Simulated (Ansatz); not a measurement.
C₂H₉BOSi: several calculations on one system

**1. Relaxation**

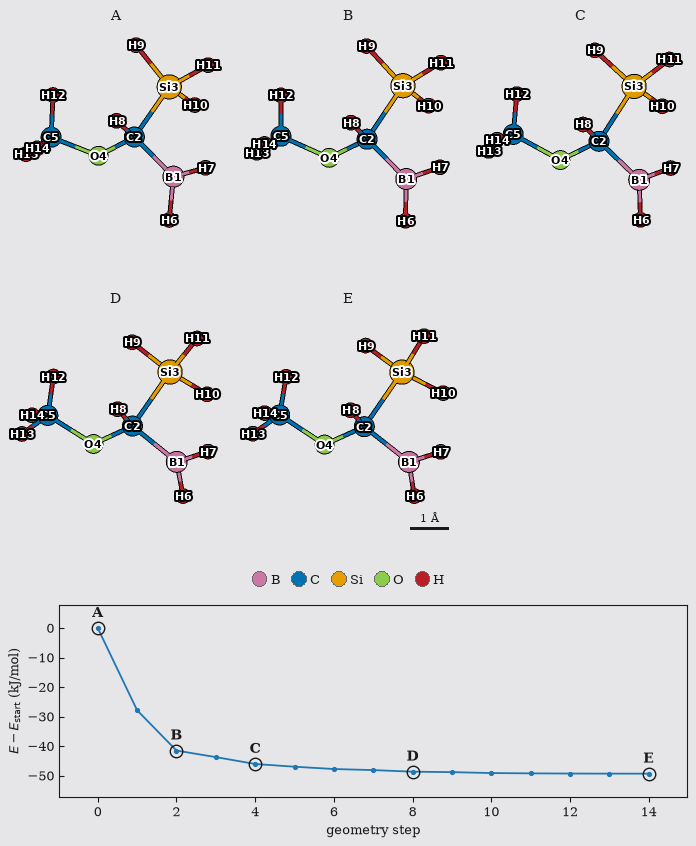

Frames of a relaxation of C2H9BOSi, marked on the history of the run. The picture is a ball-and-stick view, seen at a tilt.

The run prepares an end point of a later path (torsion) calculation, from a guessed geometry.

The calculation used RKS PBE0/6-31G (Ansatz 0.2.0). (no spin polarisation; force threshold 0.015 eV/Å; at most 40 steps)

Question: Describe the path.

Answer: Over 14 geometry steps the energy falls by 49.3 kJ/mol. The largest force component goes from 2.6 to 0.0065 eV/Å. The largest move after the best rigid fit is that of H6, 0.66 Å. By element the largest moves are H 0.66 Å, O 0.29 Å, C 0.24 Å, B 0.17 Å, Si 0.11 Å. Some distances before and after: C2–Si3 1.849 → 2.000 Å, O4–C5 1.373 → 1.439 Å, C2–H8 1.154 → 1.101 Å, C2–O4 1.394 → 1.439 Å. Among the angles between lasting bonds that change: B1–C2–Si3 106.1° → 95.5°, B1–C2–H8 109.1° → 115.9°, H9–Si3–H11 105.9° → 110.1°. Groups turn about C2–Si3 by about 30°. The run took of the order of 2.1 core-minutes on a shared host. From step 0 to 2: H14 moves most (0.17 Å), energy −41.5 kJ/mol. From step 2 to 4: H9 moves most (0.15 Å), energy −4.55 kJ/mol. From step 4 to 8: H6 moves most (0.41 Å), energy −2.61 kJ/mol. From step 8 to 14: H10 moves most (0.16 Å), energy −0.67 kJ/mol.

| step | E − E(0), kJ/mol | largest force component, eV/Å |
| --- | --- | --- |
| 0 | 0.00 | 2.5656 |
| 1 | -27.83 | 1.8055 |
| 2 | -41.49 | 0.7372 |
| 3 | -43.70 | 0.6104 |
| 4 | -46.04 | 0.1725 |
| 5 | -46.96 | 0.1876 |
| 6 | -47.74 | 0.0856 |
| 7 | -48.11 | 0.0804 |
| 8 | -48.64 | 0.1444 |
| 9 | -48.80 | 0.1460 |
| 10 | -49.11 | 0.0497 |
| 11 | -49.21 | 0.0357 |
| 12 | -49.27 | 0.0360 |
| 13 | -49.30 | 0.0161 |
| 14 | -49.32 | 0.0065 |

**2. Relaxation**

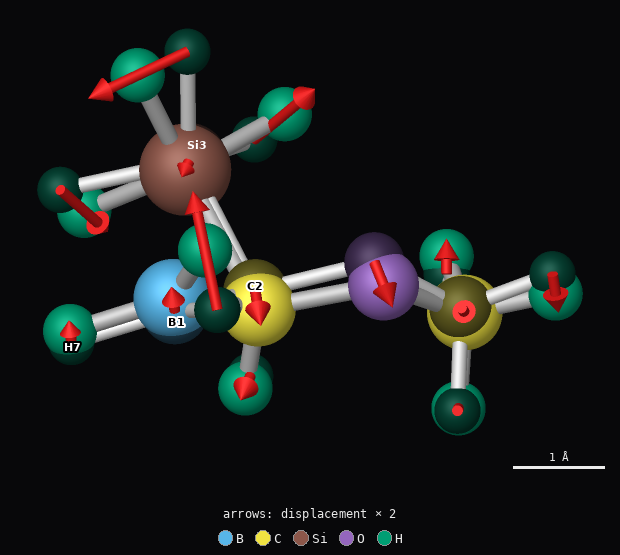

A relaxation of C2H9BOSi. The starting structure is drawn faded, the final one solid; red arrows show the displacements, 2 times their true length. The two geometries are superimposed by the best rigid fit.

The picture is a ball-and-stick view, seen from a free direction.

The run prepares an end point of a later path (torsion) calculation, from a guessed geometry.

Theory: Ansatz 0.2.0, RKS PBE0/6-31G. (no spin polarisation; force threshold 0.015 eV/Å; at most 40 steps)

Which element moves most?

Hydrogen: up to 0.67 Å, against 0.28 Å for oxygen.

Describe the change and its energy.

The energy falls by 49.5 kJ/mol in 13 accepted moves (14 points after the start). The largest force component goes from 2.6 to 0.0098 eV/Å. The line search rejected the trial step at point 9 of the run. The atom that moves furthest after the best rigid fit is an H atom (0.67 Å). By element the largest moves are H 0.67 Å, O 0.28 Å, C 0.24 Å, B 0.17 Å, Si 0.11 Å. Some distances before and after: C–Si 1.849 → 2.002 Å, C–O 1.373 → 1.440 Å, C–H 1.154 → 1.100 Å, C–O 1.394 → 1.438 Å. Bond angles that change, for instance: B–C–Si 106.1° → 95.2°, B–C–H 109.1° → 116.1°, H–Si–H 105.9° → 110.1°. Groups turn about C–Si by about 30°.

**3. Path**

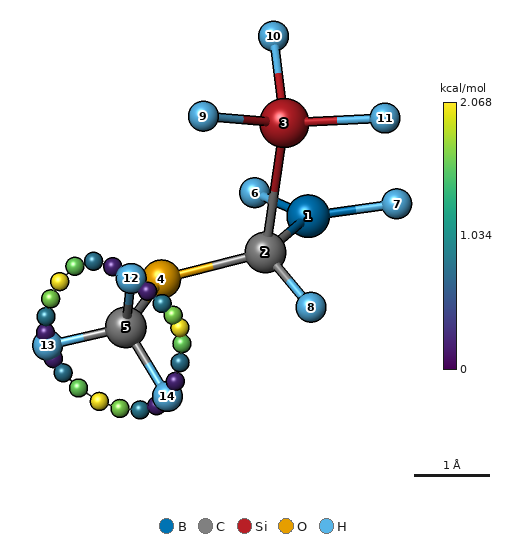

NEB run on C2H9BOSi. Images are numbered from 0 (start) to 8 (end). The start is drawn whole; smaller spheres mark the moving atoms (H) in the later images, joined by lines and coloured by the energy of the image relative to the start. Style: ball-and-stick. Shown from a free direction.

Computed with RKS PBE0/6-31G (Ansatz). Settings: 7 movable images; climbing image; force threshold 0.05 eV/Å; iteration limit 35; starting path by image-dependent pair potential.

What moves, how far, and at what cost in energy?

The motion is a rotation about the O4–C5 bond by about 120°. No bond forms or breaks between the ends. Among the angles between lasting bonds that change up to the highest image: O4–C5–H13 106.2° → 109.2°, O4–C5–H14 111.1° → 108.8°. The barrier is about 2.07 kcal/mol in both directions, with image 4 at the top; the ends have the same energy. The band converged in 5 iterations, with a climbing image at the top.

The run took of the order of 5 core-minutes on a shared host.
